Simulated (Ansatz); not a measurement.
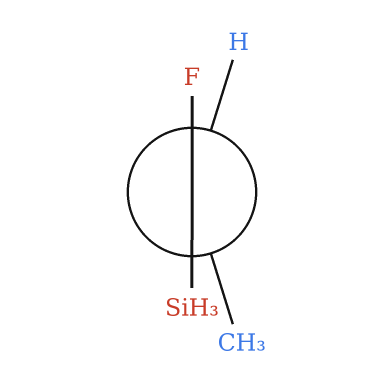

A Newman projection along the B–N bond, boron in front; angles are drawn as computed, but eclipsed bonds slightly apart. Computed geometry: PBE0-D4/def2-TZVP optimisation. No frequency run is at hand to confirm it as a minimum.

Question: Which molecule is it?

Answer: CH7BFNSi, CNB(F)[SiH3]

Question: What is the torsion angle from the front SiH3 to the back CH3? The sign is positive where the front bond must turn clockwise to cover the back bond.

Answer: 0°, synperiplanar (eclipsed).
